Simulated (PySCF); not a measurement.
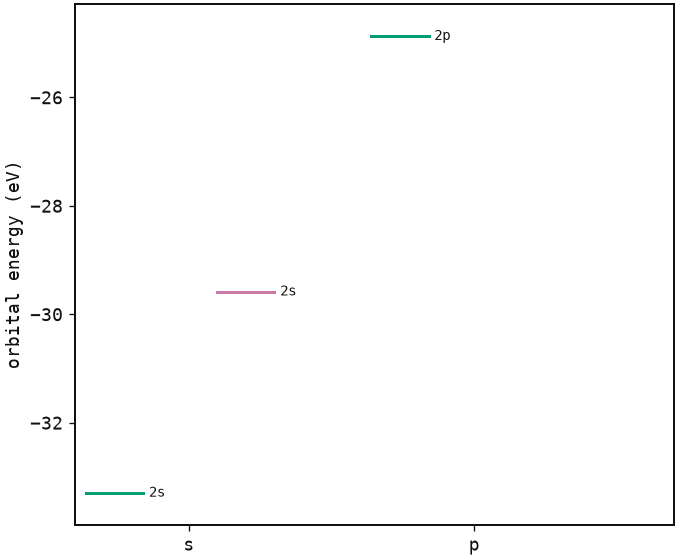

Orbital energies of the mean field, from the top down to −33.3 eV, by angular momentum, α spin at the left of each column and β at the right; ×n counts the orbitals under one label. The highest filled orbital is 2p α at −24.9 eV, the lowest empty one p α at −7.14 eV.

**Atomic calculation, with input and output: C⁺**

System: C⁺, configuration 1s2 2s2 2p1, multiplicity 2.
Method: unrestricted HF, def2-TZVP, non-relativistic, point nucleus (PySCF).

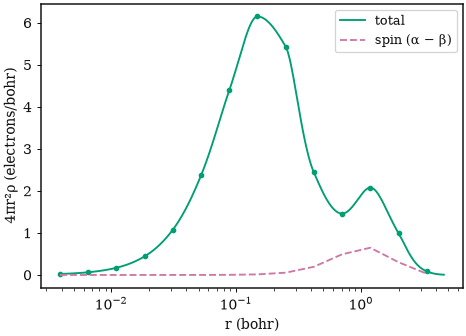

Spherically averaged radial density 4πr²ρ of the mean field and its spin part; markers are the stored points, which are sparse, and the line is a monotone interpolation between them. The largest stored value is 6.15 electrons/bohr at r = 0.15 bohr. Root-mean-square radii of the shells: 1s 0.311, 2s 1.61, 2p 1.63 bohr.

These pictures come from the run below.

### Input
```python
from pyscf import gto, scf, dft, mp, cc
import basis_set_exchange as bse
mol = gto.M(atom="C 0 0 0", charge=1, spin=1, symmetry="D2h",
            basis=gto.basis.parse(bse.get_basis("def2-TZVP", elements=["C"], fmt="nwchem", header=False)))
mf = scf.UHF(mol)
mf.irrep_nelec = {'Ag': (2, 2), 'B2u': (1, 0)}
mf.kernel()
```

The script is an equivalent of what the driver set up; the driver computed the properties (radii, ⟨L²⟩, response) afterwards. It also set what the script leaves out: max_cycle = 50, level_shift = 0.1, guess = 1e. It held the occupations shell by shell, which the script's counts by irreducible representation don't always enforce.

The run was one of a batch that the task file lists, launched with:
```bash
OMP_NUM_THREADS=1 python <driver script> TASK.json OUT
```

### The program's output (extracts)
```
damping factor = 0
level_shift factor = 0.1
DIIS = <class 'pyscf.scf.diis.CDIIS'>
diis_start_cycle = 1
diis_space = 10
diis_damp = 0
SCF conv_tol = 1e-09
SCF conv_tol_grad = None
number electrons alpha = 3  beta = 2
irrep_nelec {'Ag': (2, 2), 'B1g': (0, 0), 'B2g': (0, 0), 'B3g': (0, 0), 'Au': (0, 0), 'B1u': (0, 0), 'B2u': (1, 0), 'B3u': (0, 0)}
alpha HOMO (B2u) = -0.580953353768541  LUMO (B1u) = -0.0745521386114034
  HOMO = -0.580953353769  LUMO = -0.0745521386114  gap/eV = 13.77988
cycle= 1 E= -37.2716702725413  delta_E= -1.13  |g|= 0.204  |ddm|= 3.01
alpha HOMO (B2u) = -0.881645006731153  LUMO (B3u) = -0.222180082114735
  HOMO = -0.881645006731  LUMO = -0.222180082115  gap/eV = 17.94495
cycle= 2 E= -37.2942429234435  delta_E= -0.0226  |g|= 0.0424  |ddm|= 0.241
alpha HOMO (B2u) = -0.91718865655544  LUMO (B1u) = -0.261517811935145
  HOMO = -0.917188656555  LUMO = -0.261517811935  gap/eV = 17.84171
cycle= 3 E= -37.2954449040708  delta_E= -0.0012  |g|= 0.00926  |ddm|= 0.0438
alpha HOMO (B2u) = -0.914559415517768  LUMO (B3u) = -0.261951946141792
  HOMO = -0.914559415518  LUMO = -0.261951946142  gap/eV = 17.75835
cycle= 4 E= -37.2955352286887  delta_E= -9.03e-05  |g|= 0.00204  |ddm|= 0.0155
alpha HOMO (B2u) = -0.91431911577215  LUMO (B1u) = -0.262272700234083
  HOMO = -0.914319115772  LUMO = -0.262272700234  gap/eV = 17.74309
cycle= 5 E= -37.2955406193379  delta_E= -5.39e-06  |g|= 0.000369  |ddm|= 0.00374
alpha HOMO (B2u) = -0.914154317286906  LUMO (B1u) = -0.262274734604847
  HOMO = -0.914154317287  LUMO = -0.262274734605  gap/eV = 17.73855
cycle= 6 E= -37.2955408139744  delta_E= -1.95e-07  |g|= 5.21e-05  |ddm|= 0.000871
alpha HOMO (B2u) = -0.91415085177024  LUMO (B3u) = -0.262286202104343
  HOMO = -0.91415085177  LUMO = -0.262286202104  gap/eV = 17.73814
cycle= 7 E= -37.2955408174392  delta_E= -3.46e-09  |g|= 5.34e-06  |ddm|= 0.000121
alpha HOMO (B2u) = -0.914150954236377  LUMO (B3u) = -0.26228721133652
  HOMO = -0.914150954236  LUMO = -0.262287211337  gap/eV = 17.73812
cycle= 8 E= -37.2955408174774  delta_E= -3.82e-11  |g|= 8.4e-07  |ddm|= 1.38e-05
converged SCF energy = -37.2955408174774  <S^2> = 0.75656031  2S+1 = 2.0065496
```

### Results in brief

| quantity | value |
| --- | --- |
| outcome | converged |
| total energy | −37.295541 hartree |
| kinetic energy | 37.296314 hartree |
| −E/T (1 by the virial theorem at the basis-set limit) | 1.0000 |
| ⟨S²⟩ | 0.757 |
| ⟨L²⟩ | 2.02 |
| SCF iterations | 8 |
| hardware | 1 thread of Arm Neoverse N1, 77 GiB of memory available, shared host |

### Remarks

Limits: level shift left on, which raises the virtual orbital energies.
